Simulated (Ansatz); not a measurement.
# ClFGaHS: a ladder of functionals and wavefunction methods

How much do the methods differ for ClFGaHS? The plan is to run it at one geometry with functionals of several rungs and with coupled cluster. The yardstick is the atomisation energy at the CCSD(T) limit.

The runs use Ansatz 0.2.0, Gaussian basis; functionals in def2-TZVPP, the program's frozen cores in correlated methods.

Plan: LDA (SPW92), PBE-D4, revPBE-D4, BLYP-D4, r2SCAN-D4, B97M-V, PBE0-D4, B3LYP-D4, r2SCANh-D4, r2SCAN0-D4, HSE06-D4, BHLYP-D4, CAM-B3LYP-D4, LC-ωPBE, ωB97X-V, ωB97M-V, B2PLYP, PBE-QIDH; CCSD(T)/def2-SVP; CCSD(T)/def2-TZVPP; CCSD(T)/def2-QZVPP; extrapolation to the limit; RPA on PBE.

## Step 1: The relaxed structure

The geometry comes from an earlier relaxation with PBE0-D4 in a triple-zeta def2 set; it is a stationary point.

SMILES `[F][Ga]([SH])[Cl]`, 5 atoms, charge 0, spin multiplicity 1.

Atoms are counted from 1 here; the program's logs count them from 0.

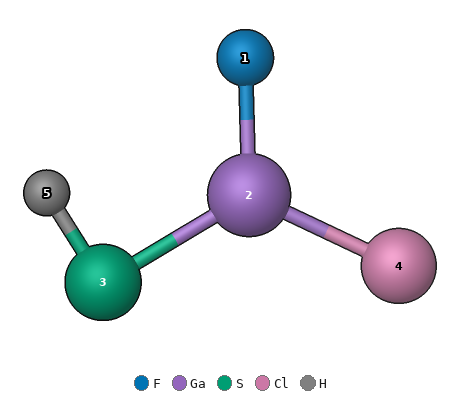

The geometry (fluorine blue, gallium purple, sulfur teal, chlorine pink, hydrogen grey); atoms are numbered from 1 in the order of the file.

## Step 2: LDA

This LDA is Slater exchange with PW92 correlation.

File in.yaml:

```yaml
crystal:
  periodic: [false, false, false]
  atoms:
    - {symbol: F, position_ang: [-0.245033, -1.455420, 1.124381]}
    - {symbol: Ga, position_ang: [-0.430568, -0.260800, -0.131347]}
    - {symbol: S, position_ang: [1.079992, 1.280021, -0.354120]}
    - {symbol: Cl, position_ang: [-2.148363, -0.422545, -1.353690]}
    - {symbol: H, position_ang: [1.793771, 0.784945, 0.673377]}
basis:
  gaussian: {orbitals: def2-TZVPP}
hamiltonian: {xc: lda}
output: {orbitals: {seedname: orbitals}}
```

The run is started by

```bash
> ansatz run in.yaml --threads 2 --pin off --events-out ev --progress --plain --max-ram 32768MiB --backend cpu
```

After this run come: PBE-D4 (GGA); revPBE-D4 (GGA); BLYP-D4 (GGA); r2SCAN-D4 (meta-GGA); B97M-V (meta-GGA); PBE0-D4 (hybrid); B3LYP-D4 (hybrid); r2SCANh-D4 (hybrid); r2SCAN0-D4 (hybrid); HSE06-D4 (hybrid); BHLYP-D4 (hybrid); CAM-B3LYP-D4 (range-separated); LC-ωPBE (range-separated); ωB97X-V (range-separated); ωB97M-V (range-separated); B2PLYP (double hybrid); PBE-QIDH (double hybrid); CCSD(T) in def2-SVP; CCSD(T) in def2-TZVPP; CCSD(T) in def2-QZVPP; RPA on PBE orbitals.

Before running them: what should the planned runs give, taken together? Wanted: atomisation energy, CCSD(T)/CBS; farthest beyond LDA; mean size of error, GGA; mean size of error, meta-GGA; mean size of error, hybrid; mean size of error, range-separated; mean size of error, double hybrid; gap, smallest and largest; T1 diagnostic.

**Answer**, as computed:

```
                               quantity                                                              value
        atomisation energy, CCSD(T)/CBS                                                      1517.7 kJ/mol
 functionals within 15.2 kJ/mol (1.0 %)  PBE-D4, r2SCAN-D4, B97M-V, r2SCANh-D4, ωB97X-V, ωB97M-V, PBE-QIDH
                    farthest beyond LDA                                            BHLYP-D4 (-93.0 kJ/mol)
                mean size of error, GGA                                                        33.3 kJ/mol
           mean size of error, meta-GGA                                                        11.2 kJ/mol
             mean size of error, hybrid                                                        36.3 kJ/mol
    mean size of error, range-separated                                                        16.0 kJ/mol
      mean size of error, double hybrid                                                        24.5 kJ/mol
              gap, smallest and largest                          4.52 eV (LDA (SPW92)), 11.91 eV (LC-ωPBE)
                          T1 diagnostic                                                             0.0128
triples share of the correlation energy                                                              3.9 %
```

LDA overbinds by 239.1 kJ/mol (16 %). PBE-D4 is off by +13.7 kJ/mol. Double hybrids carry the basis error of their MP2 part in triple zeta, and no dispersion term here, so their miss is partly the set-up's. Taken by rung, meta-GGA functionals do best (11.2 kJ/mol on average) and hybrid ones worst beyond LDA (36.3 kJ/mol). The gap between the best rungs is small, so their order is not settled. The mean of the hybrids holds BHLYP, with half exact exchange. The reference freezes the cores and leaves out relativity and excitations past (T), and its outer-core shells are covered unevenly, so misses under about 15.2 kJ/mol can't be ranked. Hartree-Fock recovers 71 % of the binding; the rest is correlation. CCSD(T) in def2-SVP is off by -113.8 kJ/mol, so the small basis spoils what the method gains. The gap grows from 4.5 to 11.9 eV across the functionals, mostly with the share of exact exchange. Correlated methods include outer-core shells of Ga, which these sets cover unevenly.
